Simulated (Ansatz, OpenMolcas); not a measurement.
A ladder of methods for CH2BrCl (bromochloromethane)

CH2BrCl has 5 atoms, charge 0, and is taken as a singlet. As SMILES, `ClCBr`. The shape is that of a PBE0-D4/def2-TZVP optimisation.

| atom | x (Å) | y (Å) | z (Å) |
| --- | --- | --- | --- |
| Cl | -1.6152 | 0.1586 | 0.5189 |
| C | 0.0005 | 0.0493 | -0.1586 |
| Br | 1.3124 | -0.6021 | 1.0980 |
| H | 0.3181 | 1.0396 | -0.4668 |
| H | -0.0159 | -0.6454 | -0.9915 |

Each level gives the atomisation enthalpy at 298 K (kJ/mol). The values are calculated. The thermal term (zero-point and 298 K enthalpy, harmonic and unscaled) is that of PBE0-D4/def2-TZVP; the spin-orbit lowering of the free atoms at 298 K, 18.2 kJ/mol by their spectra, is taken off.

**The experiment to reproduce.** Active Thermochemical Tables gives the atomisation enthalpy at 298 K of the gas as 1431 kJ/mol.

| level | kind | program | value (kJ/mol) | computed − measured | CPU time (all runs) |
| --- | --- | --- | --- | --- | --- |
| HF/def2-SVPD | Hartree–Fock | OpenMolcas | 979 | -452 | 22 s |
| M06-2X/def2-SVPD | hybrid meta-GGA | OpenMolcas | 1416 | -15 | 54 s |
| r2SCAN0/def2-SVPD | hybrid meta-GGA | Ansatz | 1409 | -22 | 29 s |
| HSE06/def2-SVPD | range-separated hybrid | Ansatz | 1438 | +7 | 14 s |
| PBE-QIDH/def2-SVPD | double hybrid | Ansatz | 1410 | -21 | 16 s |
| RPA@PBE/def2-SVPD | RPA | Ansatz | 1231 | -200 | 21 s |
| RPA@PBE0/def2-SVPD | RPA | Ansatz | 1291 | -140 | 21 s |
| CCSD(T)/def2-SVPD | coupled cluster or CI | Ansatz | 1341 | -90 | 21 s |

Nearest: HSE06/def2-SVPD (+7 kJ/mol); farthest: HF/def2-SVPD (-452 kJ/mol). Computed less measured by kind, in kJ/mol (of the ab initio rows, those in def2-SVPD): Hartree–Fock -452; global hybrid -22 to -15; range-separated hybrid +7; double hybrid -21; RPA -200 to -140; coupled cluster or CI -90. Wave-function methods converge slowly with the basis and bind too weakly in sets of this size; that is part of their error here. All-electron rows without a relativistic Hamiltonian named are non-relativistic. In the correlated wave-function rows the outer d shell of Br is correlated, in sets not made for it. In so small a basis fixed costs decide the times, and correlated methods can beat functionals. CPU times are rough (shared hosts, several kinds of processor and program).

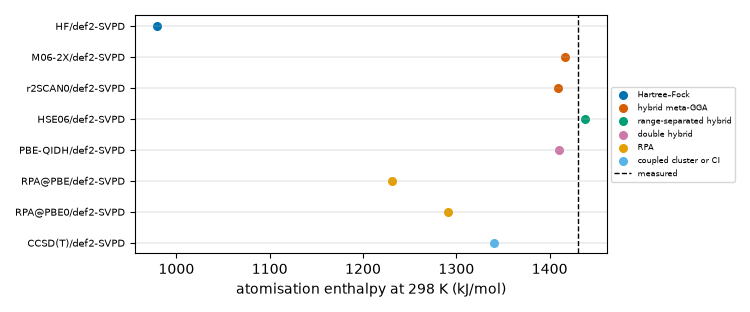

The values of the table, level by level.
